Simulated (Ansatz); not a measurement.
**C$_{5}$H$_{15}$Al: geometry relaxation (part 2 of 2)**

C$_{5}$H$_{15}$Al; RKS PBE/6-31G* (Ansatz 0.2.0). The input holds or restrains some coordinates. It belongs to a series of runs on one base structure; here: pulled along the bonds that form and break, towards end A.

Geometry of the input (Å):
```
Al 0.0000  0.0000  0.0000
C  0.0000  0.0000  2.3200
H  -0.9996  -0.3092  2.6905
H  0.7676  -0.7111  2.6905
H  0.2320  1.0203  2.6905
C  1.7060  0.0000  -0.9850
H  2.0356  -1.0462  -1.1552
H  1.5695  0.5080  -1.9624
C  2.7598  0.7369  -0.1745
H  3.6837  0.1238  -0.1234
H  2.9879  1.7088  -0.6598
H  2.3786  0.9171  0.8522
C  -1.7060  0.0000  -0.9850
H  -2.2662  -0.9305  -0.7558
H  -2.3102  0.8797  -0.6796
C  -1.4298  0.0696  -2.4781
H  -2.3466  -0.2101  -3.0379
H  -1.1306  1.1028  -2.7518
H  -0.6104  -0.6331  -2.7365
H  -0.2382  -1.7490  0.5865
H  -0.1900  -1.3947  1.5677
```

## Trajectory as extended XYZ, continued
```
21
Properties=species:S:1:pos:R:3:forces:R:3 step=4 energy=-12012.92245
Al    0.0158    0.3219    0.1640   -0.4995  -1.8468  -0.6275
C     0.0278    0.2095    2.1985   -0.2711  -2.0923   0.5859
H    -0.9464   -0.2313    2.6248    0.6243   0.9222  -0.7285
H     0.7411   -0.6042    2.6197   -0.3173   1.2329  -0.8300
H     0.2467    1.1093    2.7478    0.1205   0.8030   0.5093
C     1.6781    0.0229   -0.9669   -0.2598   0.3306   0.3008
H     1.9884   -1.0307   -1.1494   -0.4925   0.1424   0.1129
H     1.5667    0.4890   -1.9648   -0.0481  -0.1720   0.0087
C     2.7778    0.7450   -0.1704    0.1371   0.0473   0.0111
H     3.6995    0.1444   -0.1122    0.1938   0.1771   0.0865
H     3.0068    1.7159   -0.6396    0.1939   0.0954   0.1872
H     2.4284    0.9312    0.8644    0.4988   0.1418   0.1220
C    -1.6871    0.0359   -0.9524    0.2036   0.4182   0.3652
H    -2.2413   -0.9037   -0.7226    0.2555   0.2640   0.3543
H    -2.3533    0.8746   -0.6822   -0.4276  -0.0774  -0.0490
C    -1.4279    0.0734   -2.4685    0.0553   0.0724   0.1409
H    -2.3341   -0.2027   -3.0444    0.0960   0.0637  -0.0296
H    -1.1265    1.0924   -2.7723    0.0517  -0.0936  -0.2009
H    -0.6175   -0.6241   -2.7513   -0.0589   0.0742  -0.1109
H    -0.3028   -2.2484    0.7689   -0.2420  -1.7423  -2.1447
H    -0.2474   -1.8374    1.3217    0.1862   1.2392   1.9362
21
Properties=species:S:1:pos:R:3:forces:R:3 step=5 energy=-12013.44529
Al   -0.0209    0.2297    0.1628   -0.1742  -0.6185  -0.8311
C     0.0190    0.2145    2.1438   -0.1159  -0.9724   1.0046
H    -0.9579   -0.1744    2.5619    0.4402   0.4362  -0.3720
H     0.7653   -0.5431    2.5485   -0.3173   0.6713  -0.4698
H     0.2350    1.1420    2.6925    0.0081   0.2571  -0.0571
C     1.6792    0.0513   -0.9146   -0.1531   0.1521   0.2659
H     1.9387   -1.0156   -1.0961   -0.1914   0.1227   0.1167
H     1.5543    0.4858   -1.9257   -0.0214  -0.0664   0.0640
C     2.8265    0.7621   -0.1547   -0.0881  -0.0487   0.1224
H     3.7544    0.1680   -0.1314    0.1270   0.0568  -0.0528
H     3.0509    1.7377   -0.6152    0.1027   0.0669   0.0674
H     2.5485    0.9533    0.9029    0.2433   0.0467  -0.0491
C    -1.7199    0.0710   -0.9391    0.2267   0.1125   0.2081
H    -2.2411   -0.8774   -0.6760    0.0866   0.1719   0.1157
H    -2.4280    0.8844   -0.6896   -0.1169  -0.0736   0.0269
C    -1.4409    0.0831   -2.4567   -0.0690   0.0226   0.0530
H    -2.3385   -0.1927   -3.0453    0.0492   0.0439  -0.0037
H    -1.1251    1.0882   -2.7902    0.0343  -0.0468  -0.0660
H    -0.6363   -0.6220   -2.7347   -0.0343   0.0229  -0.0313
H    -0.3209   -2.4387    0.7878   -0.1559  -1.1106  -1.0188
H    -0.2490   -1.9241    1.2821    0.1195   0.7534   0.9070
21
Properties=species:S:1:pos:R:3:forces:R:3 step=6 energy=-12013.59152
Al   -0.0244    0.1856    0.0671   -0.0739  -0.1708  -0.0855
C     0.0445    0.1996    2.0426   -0.1101  -0.2707   0.5660
H    -0.9120   -0.1787    2.4704    0.1482   0.1544  -0.0693
H     0.8346   -0.4936    2.4220   -0.1392   0.2605  -0.1537
H     0.2372    1.1661    2.5366    0.0093   0.1548  -0.0610
C     1.7488    0.0328   -0.8398   -0.1057   0.1130  -0.1804
H     2.0087   -1.0453   -0.9168   -0.0901   0.0527   0.0716
H     1.6970    0.3793   -1.8913    0.0637  -0.0479   0.0513
C     2.8569    0.7868   -0.0666   -0.0180  -0.0250   0.0817
H     3.8417    0.2901   -0.1357    0.0186   0.0381  -0.0508
H     2.9836    1.8168   -0.4444   -0.0289  -0.0015   0.0188
H     2.6161    0.8698    1.0111    0.1362  -0.0040  -0.0153
C    -1.7650    0.1084   -0.9310    0.2090  -0.0201  -0.0912
H    -2.3234   -0.8009   -0.6147    0.1239   0.0960   0.0419
H    -2.4356    0.9525   -0.6753    0.0389  -0.0083   0.0378
C    -1.5391    0.0662   -2.4589   -0.1402  -0.0153  -0.0494
H    -2.4729   -0.1574   -3.0115    0.0360   0.0346  -0.0231
H    -1.1627    1.0347   -2.8373    0.0133  -0.0492  -0.0045
H    -0.7991   -0.7032   -2.7536   -0.0547   0.0471   0.0211
H    -0.2963   -2.4781    0.7309   -0.1227  -1.2059  -1.0454
H    -0.2455   -1.9482    1.2091    0.0866   0.8673   0.9393
21
Properties=species:S:1:pos:R:3:forces:R:3 step=7 energy=-12013.65406
Al   -0.0220    0.1583    0.0819   -0.0363  -0.0314  -0.1284
C    -0.0030    0.1869    2.0567   -0.0282   0.1280   0.4076
H    -0.9579   -0.1860    2.4754    0.0359   0.0340   0.0080
H     0.8030   -0.4582    2.4638   -0.0544   0.0879  -0.0421
H     0.1584    1.1843    2.5093   -0.0046   0.0338  -0.0873
C     1.7480    0.0193   -0.8200    0.0129   0.0610  -0.0321
H     2.0084   -1.0601   -0.8519   -0.0475  -0.0066   0.0355
H     1.7039    0.3251   -1.8826    0.0036  -0.0211   0.0138
C     2.8696    0.7904   -0.0871    0.0687  -0.0092  -0.0288
H     3.8761    0.3840   -0.3089   -0.0384   0.0758  -0.0142
H     2.8765    1.8556   -0.3827   -0.0047  -0.0222   0.0420
H     2.7481    0.7652    1.0122    0.0501  -0.0290  -0.0206
C    -1.7381    0.1191   -0.9384    0.1037  -0.0081  -0.0881
H    -2.3042   -0.7774   -0.6092    0.0235   0.0134   0.0208
H    -2.3888    0.9727   -0.6656    0.0082   0.0147   0.0298
C    -1.5413    0.0759   -2.4688   -0.0390  -0.0022  -0.0199
H    -2.4875   -0.1005   -3.0166    0.0115   0.0220   0.0139
H    -1.1210    1.0257   -2.8474    0.0035  -0.0293  -0.0033
H    -0.8393   -0.7238   -2.7718   -0.0389   0.0206  -0.0056
H    -0.2748   -2.5078    0.7513   -0.1276  -1.2762  -1.0539
H    -0.2209   -1.9656    1.2134    0.0981   0.9443   0.9528
21
Properties=species:S:1:pos:R:3:forces:R:3 step=8 energy=-12013.68895
Al   -0.0174    0.1182    0.0897    0.0399   0.0610  -0.2193
C    -0.0352    0.1900    2.0637   -0.0090   0.2798   0.2670
H    -0.9878   -0.1700    2.4924    0.0049  -0.0002   0.0275
H     0.7820   -0.4091    2.5071   -0.0135   0.0048   0.0025
H     0.1088    1.2182    2.4509   -0.0202   0.0098  -0.0422
C     1.7573    0.0048   -0.8116    0.0845  -0.0452   0.0654
H     2.0220   -1.0744   -0.8348   -0.0074  -0.0143  -0.0047
H     1.7070    0.3013   -1.8763   -0.0299   0.0065   0.0088
C     2.8853    0.7797   -0.0936   -0.0576   0.0454   0.0060
H     3.8965    0.5071   -0.4556   -0.0622   0.0222  -0.0033
H     2.7673    1.8686   -0.2478    0.0507  -0.0202   0.0455
H     2.8717    0.6084    1.0006    0.0455  -0.0033  -0.0777
C    -1.7125    0.1127   -0.9592   -0.0488  -0.0433  -0.0272
H    -2.2894   -0.7780   -0.6329   -0.0073  -0.0053   0.0076
H    -2.3495    0.9688   -0.6583    0.0165   0.0135   0.0214
C    -1.5550    0.0916   -2.4936    0.0722   0.0055   0.0213
H    -2.5173   -0.0354   -3.0261    0.0035   0.0201   0.0391
H    -1.0998    1.0279   -2.8619   -0.0081   0.0132  -0.0213
H    -0.8907   -0.7272   -2.8247   -0.0282  -0.0188  -0.0139
H    -0.2493   -2.5353    0.8159   -0.1141  -1.3135  -1.0415
H    -0.2009   -1.9850    1.2689    0.0885   0.9822   0.9390
21
Properties=species:S:1:pos:R:3:forces:R:3 step=9 energy=-12013.69753
Al   -0.0093    0.0890    0.0918    0.0436   0.0504  -0.1527
C    -0.0715    0.1960    2.0643    0.0897   0.4239   0.2804
H    -1.0147   -0.1819    2.4981    0.0164  -0.0027   0.0121
H     0.7696   -0.3437    2.5430   -0.0867   0.0339  -0.0204
H     0.0227    1.2539    2.4002   -0.0284  -0.1523  -0.0416
C     1.7719   -0.0087   -0.7976    0.0761  -0.1023   0.0663
H     2.0454   -1.0877   -0.8311    0.0047   0.0593  -0.0204
H     1.7006    0.2937   -1.8589   -0.0298   0.0121  -0.0261
C     2.9048    0.7751   -0.0987    0.1293   0.2335  -0.0289
H     3.9011    0.6078   -0.5824   -0.3574   0.0952   0.1971
H     2.7009    1.8757   -0.1285    0.1721  -0.4223   0.0615
H     3.0017    0.4849    0.9712    0.0144   0.1088  -0.2419
C    -1.6975    0.1005   -0.9628   -0.0565  -0.0404  -0.0029
H    -2.2914   -0.7797   -0.6357    0.0055   0.0177  -0.0201
H    -2.3112    0.9683   -0.6435    0.0153   0.0010  -0.0049
C    -1.5575    0.0941   -2.4983    0.1807   0.0388  -0.0410
H    -2.5343    0.0361   -3.0138   -0.0100   0.0106  -0.0052
H    -1.0497    1.0114   -2.8628   -0.0789  -0.1358   0.0377
H    -0.9505   -0.7639   -2.8532   -0.0853   0.0973   0.0387
H    -0.2309   -2.5586    0.8451   -0.0531  -1.2997  -0.9246
H    -0.2069   -1.9793    1.2664    0.0383   0.9731   0.8370
21
Properties=species:S:1:pos:R:3:forces:R:3 step=10 energy=-12013.70466
Al   -0.0160    0.0850    0.0923   -0.0513   0.0211  -0.1594
C    -0.1040    0.1909    2.0615    0.0476   0.3089   0.2429
H    -1.0531   -0.1801    2.4879   -0.0047  -0.0032  -0.0092
H     0.7228   -0.3630    2.5423   -0.0049   0.0139   0.0265
H     0.0000    1.2399    2.4035   -0.0233   0.0087   0.0105
C     1.7645   -0.0261   -0.7914    0.0391   0.0012  -0.0063
H     2.0422   -1.1017   -0.8251    0.0182   0.0194  -0.0026
H     1.6815    0.2728   -1.8541   -0.0114   0.0034  -0.0017
C     2.8962    0.7692   -0.1065    0.0040   0.0004   0.0021
H     3.8798    0.6090   -0.5879   -0.0070  -0.0104  -0.0067
H     2.7045    1.8577   -0.1325   -0.0056  -0.0078   0.0025
H     3.0083    0.4914    0.9570   -0.0003  -0.0045   0.0001
C    -1.7041    0.1228   -0.9686    0.0232  -0.0089   0.0169
H    -2.3271   -0.7334   -0.6362   -0.0011  -0.0119  -0.0086
H    -2.2885    1.0129   -0.6557    0.0074   0.0066  -0.0063
C    -1.5599    0.1026   -2.5028   -0.0006  -0.0062   0.0096
H    -2.5385    0.0806   -3.0190    0.0034   0.0054  -0.0056
H    -1.0196    0.9927   -2.8723    0.0006  -0.0022  -0.0025
H    -0.9906   -0.7789   -2.8500   -0.0158   0.0048   0.0014
H    -0.0332   -2.5627    0.8753    0.2547  -1.2660  -0.9113
H    -0.1724   -1.9984    1.2952   -0.2721   0.9272   0.8077
21
Properties=species:S:1:pos:R:3:forces:R:3 step=11 energy=-12013.73497 accepted=F
Al   -0.0118    0.0814    0.0935   -0.0013   0.0130  -0.1558
C    -0.0953    0.1985    2.0630    0.0027   0.3076   0.2558
H    -1.0332   -0.2045    2.4860    0.0075  -0.0019  -0.0061
H     0.7486   -0.3192    2.5549   -0.0042   0.0074   0.0242
H    -0.0358    1.2538    2.3992   -0.0011  -0.0179  -0.0098
C     1.7702   -0.0177   -0.7933    0.0191   0.0013  -0.0009
H     2.0524   -1.0913   -0.8390    0.0043   0.0014  -0.0049
H     1.6833    0.2918   -1.8528   -0.0019   0.0047   0.0016
C     2.9027    0.7713   -0.1025   -0.0238  -0.0155  -0.0122
H     3.8856    0.6075   -0.5828    0.0142  -0.0049  -0.0114
H     2.7142    1.8594   -0.1265   -0.0035   0.0215   0.0069
H     3.0112    0.4899    0.9601    0.0012  -0.0072   0.0090
C    -1.7005    0.1129   -0.9643   -0.0034  -0.0182  -0.0011
H    -2.3205   -0.7466   -0.6337    0.0000   0.0025  -0.0053
H    -2.2876    1.0011   -0.6519    0.0049   0.0045   0.0047
C    -1.5590    0.0954   -2.4990   -0.0066   0.0006   0.0122
H    -2.5381    0.0816   -3.0146   -0.0007   0.0054   0.0028
H    -1.0132    0.9820   -2.8673    0.0067   0.0094  -0.0066
H    -0.9974   -0.7887   -2.8497    0.0011  -0.0148  -0.0016
H    -0.2172   -2.5779    0.8246    0.1169   0.2678   0.2642
H    -0.0655   -1.9975    1.3089   -0.1319  -0.5667  -0.3658
21
Properties=species:S:1:pos:R:3:forces:R:3 step=12 energy=-12013.72025
Al   -0.0138    0.0794    0.0937    0.0074   0.0374  -0.1591
C    -0.0978    0.1953    2.0637    0.0205   0.3182   0.2503
H    -1.0440   -0.1867    2.4871    0.0015  -0.0057  -0.0021
H     0.7347   -0.3420    2.5544   -0.0117   0.0123   0.0126
H    -0.0137    1.2489    2.4002   -0.0121  -0.0209  -0.0091
C     1.7680   -0.0218   -0.7929    0.0217  -0.0165   0.0100
H     2.0500   -1.0959   -0.8329    0.0077   0.0060  -0.0091
H     1.6823    0.2826   -1.8538   -0.0076   0.0068  -0.0028
C     2.8999    0.7701   -0.1046   -0.0023   0.0197  -0.0131
H     3.8826    0.6116   -0.5906   -0.0313   0.0086   0.0168
H     2.7041    1.8590   -0.1253    0.0219  -0.0381   0.0131
H     3.0131    0.4847    0.9575    0.0025   0.0097  -0.0209
C    -1.7006    0.1149   -0.9667   -0.0084  -0.0194   0.0053
H    -2.3211   -0.7449   -0.6374   -0.0017   0.0018  -0.0067
H    -2.2874    1.0028   -0.6523    0.0044   0.0024   0.0031
C    -1.5594    0.0998   -2.5013    0.0206   0.0075   0.0052
H    -2.5384    0.0807   -3.0166   -0.0040   0.0061   0.0003
H    -1.0185    0.9908   -2.8689   -0.0050  -0.0129   0.0019
H    -0.9921   -0.7810   -2.8528   -0.0083  -0.0009   0.0004
H    -0.1246   -2.5713    0.8571    0.0022  -1.0115  -0.7389
H    -0.1301   -1.9939    1.2952   -0.0181   0.6893   0.6428
21
Properties=species:S:1:pos:R:3:forces:R:3 step=13 energy=-12013.70787
Al   -0.0068    0.0785    0.0918    0.0158   0.0124  -0.1521
C    -0.0992    0.1983    2.0609   -0.0053   0.3186   0.2576
H    -1.0417   -0.2020    2.4764    0.0035  -0.0018  -0.0035
H     0.7380   -0.3167    2.5663   -0.0001   0.0015  -0.0026
H    -0.0451    1.2551    2.3924   -0.0045  -0.0050  -0.0031
C     1.7730   -0.0124   -0.8014    0.0007   0.0076  -0.0058
H     2.0555   -1.0846   -0.8703    0.0022   0.0015  -0.0015
H     1.6800    0.3177   -1.8545   -0.0041   0.0001   0.0051
C     2.9077    0.7651   -0.1028    0.0017  -0.0022  -0.0031
H     3.8866    0.6192   -0.5979    0.0001   0.0006  -0.0008
H     2.7129    1.8531   -0.0959    0.0025   0.0005   0.0044
H     3.0291    0.4568    0.9512   -0.0002  -0.0037   0.0000
C    -1.6967    0.1074   -0.9635    0.0002  -0.0024  -0.0016
H    -2.3192   -0.7498   -0.6326   -0.0005  -0.0009  -0.0013
H    -2.2789    0.9980   -0.6476    0.0007   0.0008  -0.0010
C    -1.5595    0.0921   -2.4984   -0.0016   0.0016   0.0054
H    -2.5404    0.0923   -3.0107   -0.0001   0.0007  -0.0005
H    -1.0038    0.9730   -2.8670    0.0031  -0.0010  -0.0015
H    -1.0101   -0.7988   -2.8522   -0.0042  -0.0023   0.0001
H    -0.1446   -2.5667    0.8712   -0.0043  -1.3538  -0.9782
H    -0.1440   -1.9927    1.2976   -0.0055   1.0272   0.8840
```

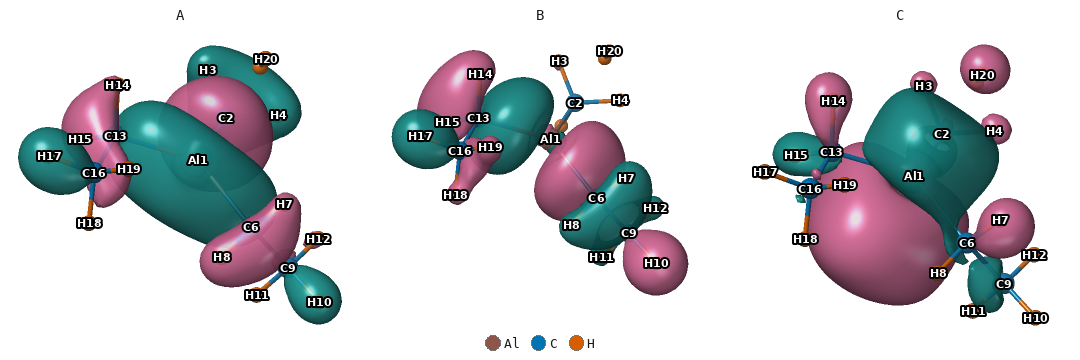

**Figure 1.** Three frontier orbitals at ±0.08 Å⁻³ᐟ² (teal and pink are the two phases). A is the HOMO−1 (−5.80 eV). It lies mainly on C2 (35 %), Al1 (20 %), C6 (10 %) and C13 (10 %). B is the HOMO (−5.42 eV). Its weight (Hirshfeld) is mainly on C6 (25 %), C13 (25 %) and Al1 (20 %). C is the LUMO (−0.79 eV). By Hirshfeld shares it lies mainly on Al1 (55 %). The HOMO–LUMO gap is 4.63 eV between the orbital energies.

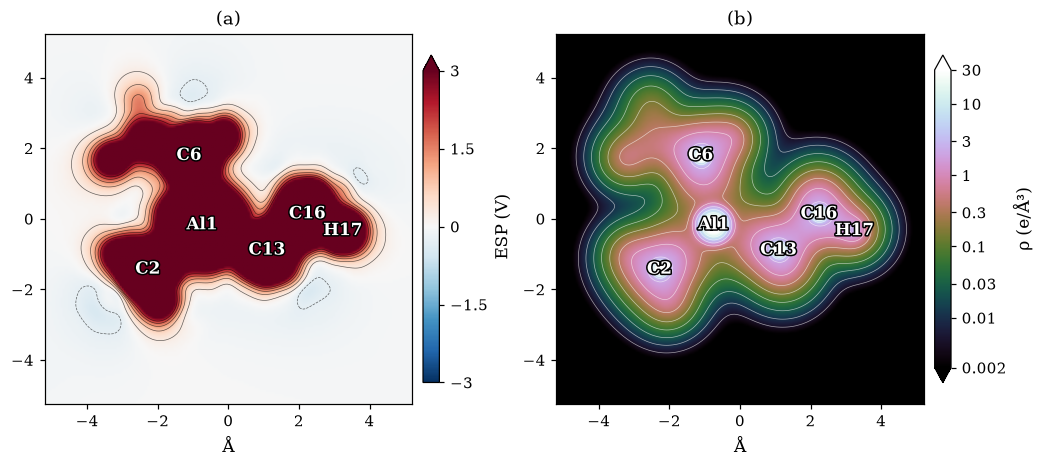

**Figure 2.** (a) electrostatic potential; (b) total electron density on the plane of atoms C2, Al1 and C13. C–Al (1.97 Å): ρ is about 0.68 e/Å³ halfway. C–H (1.11 Å): ρ at the midpoint is about 1.9 e/Å³.
